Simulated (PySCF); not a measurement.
Breaking a bond: SMILES [SiH4]. The Si1–H5 bond (Si1 also carries H, H, H; H5 carries nothing else) is stretched with both fragments frozen at the PBE0/def2-TZVP optimised geometry.

```
5

Si     0.0000     0.0000     0.0000
H     -1.2122    -0.7001    -0.4948
H      1.2123    -0.6998    -0.4951
H      0.0000     1.3998    -0.4949
H      0.0000     0.0000     1.4847
```

Levels of theory: UMP2 = MP2 on UHF/cc-pVDZ, 5 core orbitals frozen run with PySCF 2.14.0; UCCSD(T) = CCSD(T) on UHF/cc-pVDZ, 5 core orbitals frozen in PySCF 2.14.0; RKS-TPSSh = restricted TPSSh/cc-pVDZ (PySCF 2.14.0); UKS-LDA (SVWN5) = unrestricted LDA (SVWN5)/cc-pVDZ (PySCF 2.14.0).

Energies are in kcal/mol, each relative to the lowest point of its own curve near equilibrium.

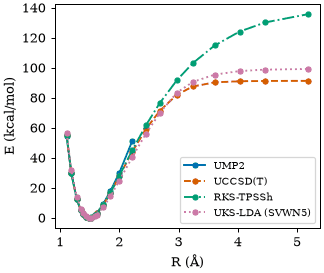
*Energy against bond length for each method.*

```tsv
R / Å	UMP2	UCCSD(T)	RKS-TPSSh	UKS-LDA (SVWN5)
1.11	54.8	54.9	54.9	56.5
1.19	29.7	29.9	30.0	31.5
1.28	12.5	12.7	12.8	14.1
1.35	4.9	5.1	5.1	6.1
1.39	2.3	2.4	2.5	3.2
1.43	0.8	0.8	0.8	1.3
1.48	0.0	0.0	0.0	0.1
1.52	0.2	0.1	0.1	0.0
1.59	2.0	1.8	1.7	1.1
1.62	3.2	2.9	2.8	2.0
1.73	9.3	8.6	8.5	7.0
1.85	17.9	16.7	16.6	14.3
2.00	30.0	27.8	28.0	24.8
2.22	51.3	44.0	45.0	40.6
2.45	—	59.2	61.7	56.0
2.68	—	71.2	76.3	69.7
2.97	—	81.9	91.6	83.3
3.24	—	87.5	103.0	90.5
3.61	—	90.2	114.8	95.4
4.03	—	91.0	124.1	97.8
4.46	—	91.2	130.1	98.7
5.19	—	91.3	135.7	99.2
```

At the longest distance, 5.19 Å, RKS-TPSSh lies highest above its minimum (135.7 kcal/mol) and UCCSD(T) lowest (91.3 kcal/mol).

Dashes: no converged value, or the column stops at the first point that the program doubted or that broke a chosen test of continuity, which isn't proof of a fault.

The unrestricted determinant behind UMP2, UCCSD(T) is spin-contaminated at 2.22 to 5.19 Å (<S²> up to 1.0, against 0.00 for a pure singlet). At the longest distance RKS-TPSSh leaves fractional charges on the fragments, a sign of delocalisation error or of the restricted form. The restricted form behind RKS-TPSSh keeps the bonding electrons paired and can't separate into open-shell fragments. The unrestricted determinant behind UKS-LDA (SVWN5) is spin-contaminated at 2.97 to 5.19 Å (<S²> up to 1.0, against 0.00 for a pure singlet).
